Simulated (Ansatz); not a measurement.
## Electronic structure of C$_{2}$H$_{6}$BClGe (SMILES ClC1[BH][GeH2][CH2]1) in real space

Input

```
crystal:
  periodic: [false, false, false]
  atoms:
    - { symbol: Cl, position_ang: [1.5051, 1.3552, 1.5709] }
    - { symbol: C, position_ang: [-0.0083, 0.8765, 0.6777] }
    - { symbol: B, position_ang: [-0.4883, -0.5961, 1.1535] }
    - { symbol: Ge, position_ang: [-0.0995, -1.1952, -0.7571] }
    - { symbol: C, position_ang: [0.2742, 0.6367, -0.8143] }
    - { symbol: H, position_ang: [-0.83, 1.6238, 0.8256] }
    - { symbol: H, position_ang: [-0.7727, -1.0922, 2.1858] }
    - { symbol: H, position_ang: [1.0828, -2.1356, -0.9102] }
    - { symbol: H, position_ang: [-1.4998, -1.5357, -1.4271] }
    - { symbol: H, position_ang: [-0.4239, 1.2116, -1.4252] }
    - { symbol: H, position_ang: [1.3257, 0.794, -1.059] }
basis:
  gaussian:
    orbitals: def2-SVPD
hamiltonian:
  xc: lc_wpbe
output:
  orbitals: {}
```

Command:

```sh
python run_energy.py
```

These are results of SCF lc_wpbe, Gaussian basis in Ansatz 0.2.0, not measurements.

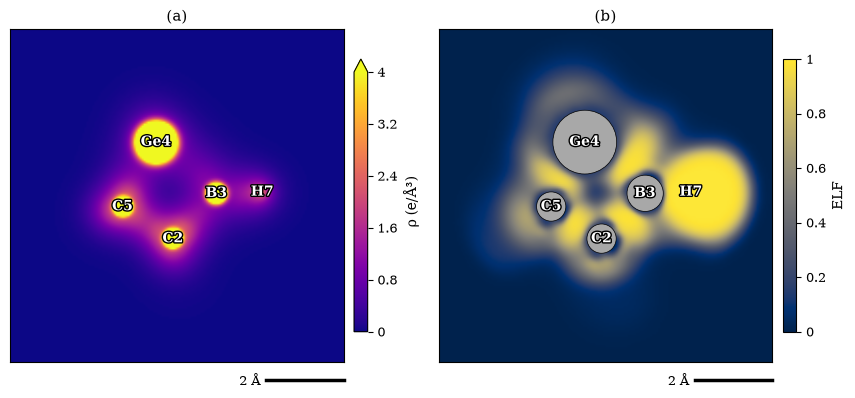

Figure 1. (a) electron density; (b) electron localisation function on the plane of atoms C2, C5 and Ge4. Grey discs cover the atomic cores in the ELF map.

**Interpret the plot.**

The plane passes through C, B, Ge and H nuclei.
C–C (1.54 Å): ρ is about 1.6 e/Å³ halfway; the ELF peaks at about 0.95 between the atoms (localised, covalent bonding).
C–B (1.62 Å): ρ at the midpoint is about 1.3 e/Å³; the ELF peaks at about 1 between the atoms; a covalent bond.
C–Ge (1.87 Å): ρ at the midpoint is about 1 e/Å³; the ELF peaks at about 0.95 in the valence shell of C, 0.7 Å from its nucleus, and is about 0.65 at the midpoint.
Ge–B (2.04 Å): ρ at the midpoint is about 0.79 e/Å³; the ELF peaks at about 0.95 between the atoms; a covalent bond.
B–H (1.18 Å): the density is about 1.2 e/Å³ at the midpoint; the ELF climbs to about 1 towards the hydrogen, as it does in any bond to H: an ordinary covalent bond to hydrogen.

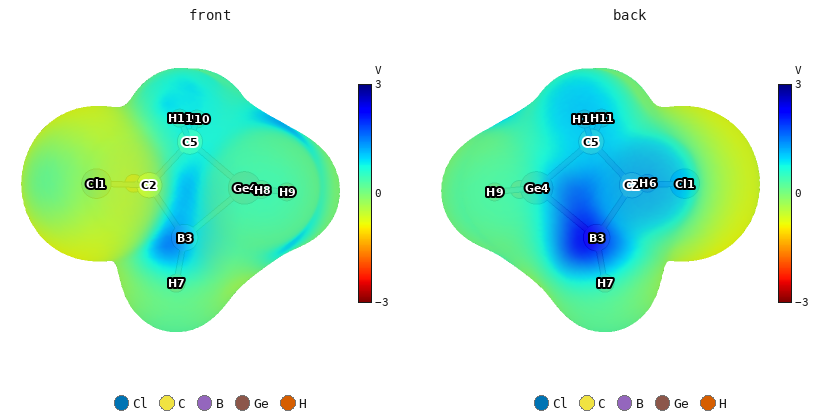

Figure 2. The molecular electrostatic potential painted on the density surface at 0.002 e/bohr³, seen from the front and from behind; red is negative and blue positive.

**Which sites attract a positive test charge, and which a negative one?**

A positive charge is drawn to the negative regions and a negative charge to the positive ones. The most negative region (about −0.8 V) lies over Cl1, the most positive (about +2.1 V) over B3. Cl1 shows a σ-hole: about +0.2 V at the tip opposite its bond, against about −0.6 V on its flanks.

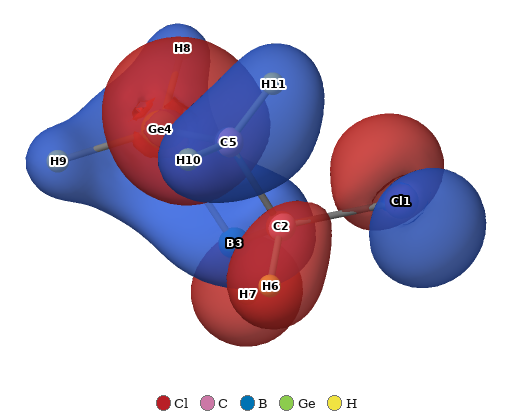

Figure 3. The HOMO−1 at ±0.08 Å⁻³ᐟ² (blue and red are the two phases), seen at an oblique angle.

**Describe this orbital and give its energy.**

Its weight (Hirshfeld) is mainly on C5 (about 25 %), Ge4 (about 20 %), Cl1 (about 15 %), B3 (about 10 %) and C2 (about 10 %). Its energy is −10.70 eV.
